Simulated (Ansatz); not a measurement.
**Geometry relaxation of CH$_{9}$FOSi$_{2}$ (part 3 of 3)**

Continued. System: CH$_{9}$FOSi$_{2}$. Method: RKS B3LYP/def2-SVP (Ansatz 0.2.0). It belongs to a series of runs on one base structure; here: end point B relaxed.

Geometry of the input (Å):
```
Si 0.0353  1.6414  0.5476
C  1.1896  -1.2917  1.0213
O  -0.8807  0.6551  -0.3826
Si -1.3799  -0.2092  -1.7131
H  1.4613  1.6275  0.1463
H  -0.5344  3.0129  0.5056
H  1.1857  -0.5969  1.8536
F  -0.0601  1.1718  2.1299
H  0.1603  -1.6350  0.8334
H  1.5937  -0.8174  0.1154
H  1.8212  -2.1649  1.2684
H  -0.2538  -0.3429  -2.6818
H  -2.5088  0.5081  -2.3671
H  -1.8295  -1.5584  -1.2769
```

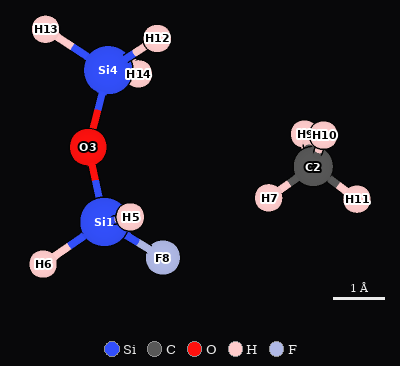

The geometry at step 24 of the log (ball-and-stick view, seen at a tilt; atoms are numbered from 1 in the order of the input).

**Trajectory as extended XYZ, continued**
```
14
Properties=species:S:1:pos:R:3:forces:R:3 step=19 energy=-21698.33452
Si   -0.1880    2.1861    0.4014    0.0296  -0.0135   0.0785
C     1.4053   -1.9393    1.0821    0.0243   0.0538  -0.0040
O    -1.0747    1.3382   -0.6841   -0.0040  -0.0117  -0.0130
Si   -1.4226    0.0347   -1.6624   -0.0040   0.0230   0.0074
H     1.1705    2.4683   -0.1276   -0.0233  -0.0058   0.0025
H    -0.9252    3.4148    0.7777    0.0053  -0.0268  -0.0035
H     0.9442   -1.0003    1.4241    0.0246  -0.0487  -0.0193
F     0.0006    1.2943    1.7539   -0.0098   0.0476  -0.0761
H     0.6209   -2.6731    0.8468    0.0046  -0.0006   0.0005
H     2.0123   -1.7505    0.1824   -0.0337  -0.0148   0.0462
H     2.0523   -2.3391    1.8773   -0.0193   0.0069  -0.0204
H    -0.2103   -0.3599   -2.4356   -0.0022  -0.0035   0.0023
H    -2.5025    0.4385   -2.6026    0.0051  -0.0019   0.0001
H    -1.8828   -1.1126   -0.8335    0.0027  -0.0040  -0.0012
14
Properties=species:S:1:pos:R:3:forces:R:3 step=20 energy=-21698.33487
Si   -0.2032    2.2118    0.3910    0.0406  -0.0124   0.1027
C     1.4212   -1.9767    1.0963    0.0271   0.0601  -0.0006
O    -1.0955    1.3679   -0.6921   -0.0273  -0.0071  -0.0286
Si   -1.4290    0.0589   -1.6662    0.0207  -0.0535  -0.0090
H     1.1355    2.5336   -0.1677   -0.0407   0.0064   0.0237
H    -0.9664    3.4106    0.8125    0.0352  -0.0279  -0.0071
H     0.9713   -1.0133    1.3864    0.0427  -0.0999  -0.0235
F     0.0383    1.2926    1.7171   -0.0072   0.0632  -0.0859
H     0.6283   -2.7093    0.8843    0.0033   0.0191   0.0015
H     2.0435   -1.8421    0.1961   -0.0439  -0.0137   0.0811
H     2.0485   -2.3515    1.9206   -0.0296   0.0333  -0.0538
H    -0.2073   -0.3418   -2.4217   -0.0020   0.0194  -0.0116
H    -2.5013    0.4490   -2.6204    0.0030   0.0062   0.0053
H    -1.8840   -1.0896   -0.8361   -0.0217   0.0069   0.0057
14
Properties=species:S:1:pos:R:3:forces:R:3 step=21 energy=-21698.33548
Si   -0.2075    2.2154    0.3879    0.0435  -0.0021   0.0871
C     1.4244   -1.9855    1.1026    0.0216   0.0496  -0.0061
O    -1.1009    1.3699   -0.6942    0.0044   0.0018   0.0082
Si   -1.4274    0.0586   -1.6685   -0.0307   0.0115  -0.0344
H     1.1211    2.5621   -0.1791   -0.0336  -0.0086   0.0129
H    -0.9749    3.4047    0.8276    0.0153  -0.0366  -0.0076
H     0.9835   -1.0143    1.3779    0.0358  -0.0822  -0.0176
F     0.0597    1.2885    1.7037   -0.0149   0.0584  -0.0847
H     0.6245   -2.7122    0.8973    0.0066   0.0150   0.0028
H     2.0516   -1.8697    0.2037   -0.0389  -0.0088   0.0668
H     2.0449   -2.3547    1.9339   -0.0251   0.0241  -0.0415
H    -0.2056   -0.3280   -2.4315   -0.0051  -0.0148   0.0213
H    -2.4992    0.4511   -2.6225   -0.0008  -0.0014  -0.0014
H    -1.8943   -1.0857   -0.8386    0.0220  -0.0059  -0.0058
14
Properties=species:S:1:pos:R:3:forces:R:3 step=22 energy=-21698.33620
Si   -0.2076    2.2151    0.3859    0.0254  -0.0055   0.0520
C     1.4248   -1.9871    1.1078    0.0119   0.0269  -0.0039
O    -1.1033    1.3699   -0.6954    0.0082   0.0063   0.0087
Si   -1.4307    0.0612   -1.6738   -0.0021   0.0109  -0.0008
H     1.1148    2.5741   -0.1854   -0.0174  -0.0091  -0.0022
H    -0.9772    3.3970    0.8373   -0.0018  -0.0203  -0.0047
H     0.9907   -1.0149    1.3841    0.0167  -0.0364  -0.0106
F     0.0738    1.2840    1.6942   -0.0117   0.0333  -0.0517
H     0.6196   -2.7079    0.9030    0.0078   0.0048   0.0031
H     2.0517   -1.8748    0.2097   -0.0223  -0.0038   0.0303
H     2.0442   -2.3592    1.9373   -0.0134   0.0044  -0.0153
H    -0.2074   -0.3252   -2.4340   -0.0069  -0.0049   0.0020
H    -2.5043    0.4555   -2.6252    0.0032  -0.0058   0.0001
H    -1.8892   -1.0876   -0.8455    0.0023  -0.0010  -0.0072
14
Properties=species:S:1:pos:R:3:forces:R:3 step=23 energy=-21698.33670
Si   -0.2085    2.2217    0.3840    0.0008   0.0039  -0.0027
C     1.4273   -1.9958    1.1144   -0.0004  -0.0008   0.0014
O    -1.1016    1.3703   -0.6944    0.0001  -0.0020  -0.0005
Si   -1.4319    0.0657   -1.6769    0.0019  -0.0007   0.0016
H     1.1024    2.5994   -0.1990   -0.0014   0.0015  -0.0012
H    -0.9923    3.3886    0.8471   -0.0022  -0.0011   0.0017
H     0.9985   -1.0218    1.3882    0.0011  -0.0002  -0.0007
F     0.0956    1.2890    1.6835    0.0023  -0.0018  -0.0001
H     0.6189   -2.7129    0.9110    0.0003  -0.0002   0.0006
H     2.0541   -1.8884    0.2169   -0.0005  -0.0009   0.0015
H     2.0442   -2.3695    1.9443    0.0002  -0.0009   0.0004
H    -0.2101   -0.3239   -2.4376   -0.0009   0.0007   0.0002
H    -2.5039    0.4630   -2.6284   -0.0007   0.0014  -0.0005
H    -1.8929   -1.0853   -0.8531   -0.0005   0.0011  -0.0016
14
Properties=species:S:1:pos:R:3:forces:R:3 step=24 energy=-21698.33732
Si   -0.2167    2.2391    0.3745    0.0002   0.0038  -0.0058
C     1.4379   -2.0237    1.1340   -0.0117  -0.0156   0.0021
O    -1.1096    1.3802   -0.6984    0.0046   0.0067   0.0080
Si   -1.4374    0.0801   -1.6869    0.0062  -0.0129   0.0045
H     1.0673    2.6682   -0.2352   -0.0193  -0.0051   0.0146
H    -1.0264    3.3724    0.8777    0.0133  -0.0125  -0.0004
H     1.0246   -1.0390    1.3908   -0.0042   0.0145   0.0004
F     0.1479    1.2920    1.6486    0.0004   0.0120  -0.0159
H     0.6183   -2.7309    0.9400    0.0013   0.0026  -0.0008
H     2.0683   -1.9412    0.2369    0.0066   0.0005  -0.0086
H     2.0459   -2.3946    1.9712    0.0083  -0.0030   0.0092
H    -0.2136   -0.3089   -2.4443    0.0008   0.0043  -0.0052
H    -2.5066    0.4807   -2.6400   -0.0015   0.0025  -0.0018
H    -1.9001   -1.0742   -0.8687   -0.0050   0.0021  -0.0002
14
Properties=species:S:1:pos:R:3:forces:R:3 step=25 energy=-21698.33671 accepted=F
Si   -0.2295    2.2648    0.3602    0.0528  -0.0212   0.0749
C     1.4546   -2.0672    1.1671   -0.0215  -0.0024  -0.0182
O    -1.1218    1.3931   -0.7033    0.0163   0.0186   0.0217
Si   -1.4467    0.1027   -1.7051    0.0078  -0.0215   0.0037
H     1.0064    2.7821   -0.2925   -0.1025  -0.0406   0.0723
H    -1.0806    3.3387    0.9346    0.0783  -0.0748  -0.0274
H     1.0722   -1.0596    1.3848    0.0087  -0.0181  -0.0052
F     0.2405    1.2943    1.5880   -0.0477   0.1220  -0.1414
H     0.6130   -2.7543    0.9924    0.0173   0.0199  -0.0036
H     2.0943   -2.0377    0.2720   -0.0150  -0.0025   0.0181
H     2.0438   -2.4288    2.0217    0.0104   0.0043   0.0103
H    -0.2212   -0.2812   -2.4622    0.0036   0.0068  -0.0061
H    -2.5125    0.5119   -2.6585   -0.0025   0.0044   0.0000
H    -1.9124   -1.0590   -0.8991   -0.0060   0.0052   0.0010
14
Properties=species:S:1:pos:R:3:forces:R:3 step=26 energy=-21698.33779
Si   -0.2243    2.2512    0.3671    0.0065   0.0035   0.0044
C     1.4483   -2.0463    1.1520   -0.0076  -0.0010  -0.0071
O    -1.1176    1.3873   -0.7015    0.0077   0.0086   0.0093
Si   -1.4434    0.0924   -1.6976    0.0016  -0.0044   0.0015
H     1.0355    2.7244   -0.2620   -0.0320  -0.0097   0.0189
H    -1.0522    3.3545    0.9084    0.0219  -0.0230  -0.0077
H     1.0537   -1.0466    1.3819    0.0037  -0.0084  -0.0020
F     0.1930    1.2915    1.6159   -0.0044   0.0212  -0.0252
H     0.6154   -2.7415    0.9707    0.0068   0.0083  -0.0012
H     2.0855   -1.9985    0.2564   -0.0066  -0.0019   0.0084
H     2.0443   -2.4092    2.0016    0.0036   0.0024   0.0041
H    -0.2189   -0.2914   -2.4565    0.0012   0.0019  -0.0025
H    -2.5116    0.4983   -2.6498   -0.0008   0.0012  -0.0008
H    -1.9079   -1.0660   -0.8863   -0.0016   0.0013  -0.0001
14
Properties=species:S:1:pos:R:3:forces:R:3 step=27 energy=-21698.33791
Si   -0.2314    2.2636    0.3588    0.0295  -0.0161   0.0461
C     1.4596   -2.0713    1.1741   -0.0038   0.0129  -0.0164
O    -1.1250    1.3934   -0.7043    0.0103   0.0079   0.0101
Si   -1.4508    0.1069   -1.7113   -0.0012   0.0010   0.0019
H     0.9969    2.7896   -0.2935   -0.0534  -0.0230   0.0351
H    -1.0798    3.3301    0.9441    0.0398  -0.0420  -0.0154
H     1.0841   -1.0571    1.3739    0.0117  -0.0303  -0.0041
F     0.2489    1.2907    1.5774   -0.0274   0.0690  -0.0795
H     0.6134   -2.7541    1.0058    0.0123   0.0128  -0.0023
H     2.1038   -2.0609    0.2815   -0.0205  -0.0025   0.0262
H     2.0424   -2.4236    2.0375    0.0000   0.0072  -0.0015
H    -0.2268   -0.2702   -2.4746    0.0011   0.0003   0.0005
H    -2.5193    0.5206   -2.6600   -0.0008   0.0015  -0.0001
H    -1.9162   -1.0576   -0.9094    0.0022   0.0014  -0.0007
14
Properties=species:S:1:pos:R:3:forces:R:3 step=28 energy=-21698.33824
Si   -0.2297    2.2609    0.3597    0.0135   0.0062   0.0079
C     1.4573   -2.0676    1.1730   -0.0052  -0.0002  -0.0051
O    -1.1237    1.3913   -0.7032    0.0039   0.0069   0.0038
Si   -1.4503    0.1058   -1.7111    0.0012  -0.0034   0.0023
H     0.9990    2.7842   -0.2912   -0.0363  -0.0123   0.0207
H    -1.0756    3.3280    0.9447    0.0248  -0.0259  -0.0115
H     1.0791   -1.0555    1.3740    0.0030  -0.0062   0.0000
F     0.2487    1.2896    1.5773   -0.0079   0.0237  -0.0242
H     0.6135   -2.7523    1.0034    0.0036   0.0044  -0.0010
H     2.1011   -2.0541    0.2812   -0.0033  -0.0018   0.0054
H     2.0410   -2.4189    2.0360    0.0024   0.0026   0.0026
H    -0.2271   -0.2707   -2.4758    0.0019   0.0021  -0.0010
H    -2.5200    0.5195   -2.6582   -0.0014   0.0022   0.0000
H    -1.9134   -1.0600   -0.9097   -0.0003   0.0015   0.0000
14
Properties=species:S:1:pos:R:3:forces:R:3 step=29 energy=-21698.33839
Si   -0.2311    2.2606    0.3577    0.0089   0.0223   0.0101
C     1.4584   -2.0715    1.1771    0.0015   0.0008   0.0004
O    -1.1273    1.3942   -0.7046   -0.0103  -0.0194  -0.0119
Si   -1.4511    0.1084   -1.7135   -0.0018   0.0081  -0.0007
H     0.9895    2.7927   -0.2952    0.0110  -0.0040  -0.0054
H    -1.0739    3.3231    0.9498   -0.0086  -0.0008   0.0082
H     1.0823   -1.0579    1.3733   -0.0006   0.0022  -0.0014
F     0.2570    1.2879    1.5690   -0.0007  -0.0019  -0.0025
H     0.6133   -2.7546    1.0083    0.0005  -0.0016   0.0025
H     2.1037   -2.0632    0.2866    0.0008  -0.0004   0.0001
H     2.0401   -2.4196    2.0428   -0.0015  -0.0026   0.0002
H    -0.2274   -0.2623   -2.4806   -0.0017  -0.0002   0.0009
H    -2.5236    0.5215   -2.6580    0.0013  -0.0025   0.0004
H    -1.9100   -1.0593   -0.9125    0.0013  -0.0002  -0.0010
```

**Summary**

```json
{"quantity": "outcome", "value": "converged"}
{"quantity": "total energy", "value": "−21698.3387 eV"}
{"quantity": "mean-field energy", "value": "−21698.3387 eV"}
{"quantity": "largest force (length of the vector) at the end", "value": "0.026 eV/Å"}
{"quantity": "hardware", "value": "4 threads of Arm Neoverse N1, 16 GiB of memory available, shared host"}
{"quantity": "wall time", "value": "90 s (CPU time 5.6 min)"}
{"quantity": "peak memory", "value": "0.3 GiB"}
```
